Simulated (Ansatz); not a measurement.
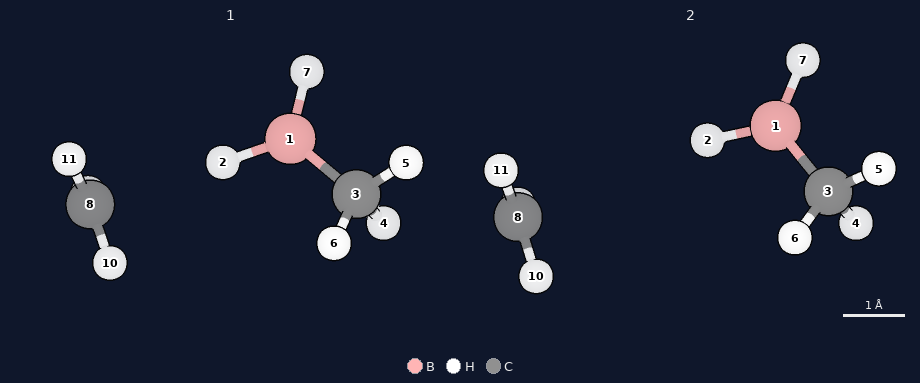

Two geometries of C2H8B (multiplicity 2), drawn at one scale. One is the start of a relaxation, the other its converged end. Style: ball-and-stick. Shown at a tilt.

These are results of UKS B3LYP/def2-SVP (Ansatz), not measurements. Settings: collinear spin; force threshold 0.03 eV/Å; at most 50 steps.

### Which of the two is the end point?

Structure 2 is the relaxed one. The run prepares an end point of a later path (reaction) calculation, from a guessed geometry. The largest move after the best rigid fit is that of an H atom, 0.63 Å. By element the largest moves are H 0.63 Å, C 0.58 Å, B 0.47 Å. Some distances before and after: B–H 1.200 → 1.209 Å. After 10 accepted moves (13 points after the start) the energy has fallen by 7.29 kJ/mol. Largest force component: 0.34 eV/Å at the start, 0.02 eV/Å at the end. The line search rejected the trial steps at points 1, 10, 12 of the run.

Limits of the set-up: the start holds two separate molecules, 2.3 Å apart at their closest, whose relative position is a soft coordinate and is computed without a dispersion correction.
